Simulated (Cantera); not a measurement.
Input: 1 mol S, 0.63 mol H₂, equilibrated at 2125 °C.

Method: chemical equilibrium by Gibbs-energy minimisation in Cantera with the NASA 1993 tables (ideal gas, pure condensed phases). Candidate condensed phases: S; 7 gas species. The ideal-gas law is rough above about 30 bar. Kinetics and transport are ignored.

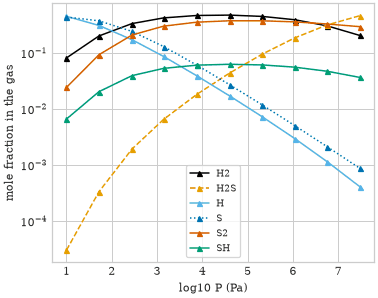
Equilibrium gas composition (values under 1e-9 drawn at 1e-9)

Task: Read off the mole fractions at 11.0 bar.

Result: H₂ about 0.39, S₂ about 0.36, H₂S about 0.19, SH about 0.056, S about 0.0051, H about 0.0030.
